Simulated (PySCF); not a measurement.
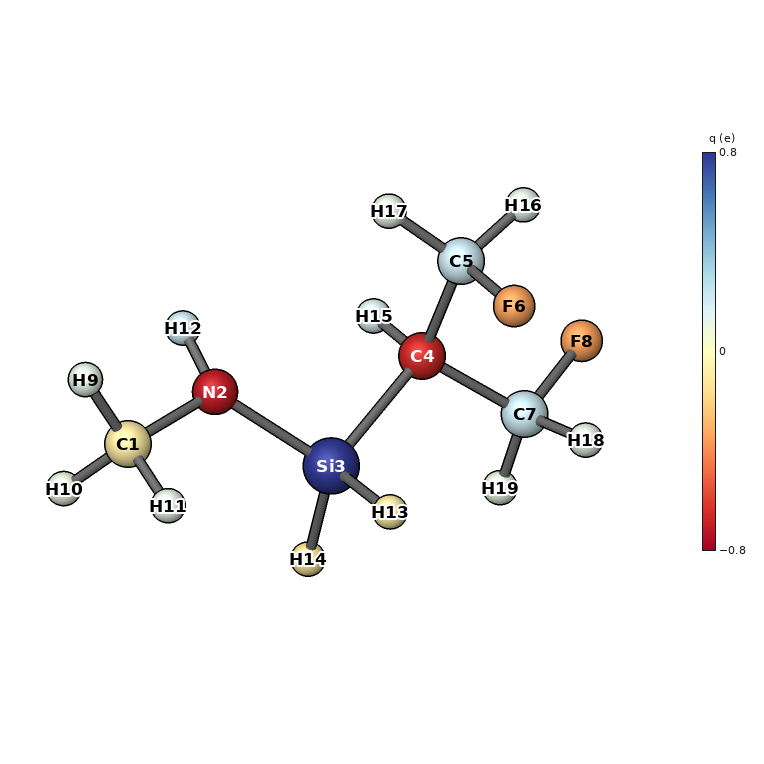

Atoms are coloured by their Mulliken charges. The geometry was computed by an optimisation with GFN2-xTB. No frequency run is at hand to confirm it as a minimum. Level of theory: PBE0/pcSseg-1, gas phase (PySCF 2.14.0).

> Which atom carries the highest charge (most positive or least negative)?

Si3 (0.79 e).

> And the lowest?

N2 (−0.70 e).

Give the Mulliken charges atom by atom.

```json
{"atom": "C1", "value (e)": "−0.09"}
{"atom": "N2", "value (e)": "−0.70"}
{"atom": "Si3", "value (e)": "0.79"}
{"atom": "C4", "value (e)": "−0.66"}
{"atom": "C5", "value (e)": "0.21"}
{"atom": "F6", "value (e)": "−0.34"}
{"atom": "C7", "value (e)": "0.22"}
{"atom": "F8", "value (e)": "−0.35"}
{"atom": "H9", "value (e)": "0.12"}
{"atom": "H10", "value (e)": "0.10"}
{"atom": "H11", "value (e)": "0.11"}
{"atom": "H12", "value (e)": "0.19"}
{"atom": "H13", "value (e)": "−0.08"}
{"atom": "H14", "value (e)": "−0.12"}
{"atom": "H15", "value (e)": "0.15"}
{"atom": "H16", "value (e)": "0.12"}
{"atom": "H17", "value (e)": "0.11"}
{"atom": "H18", "value (e)": "0.12"}
{"atom": "H19", "value (e)": "0.11"}
```

Mulliken values depend strongly on the basis set and can even reverse the polarity of a bond. The geometry is semi-empirical. Around Si such bond lengths and angles can be off by a tenth of an ångström or more and by several degrees, and values that hang on the shape move with them.
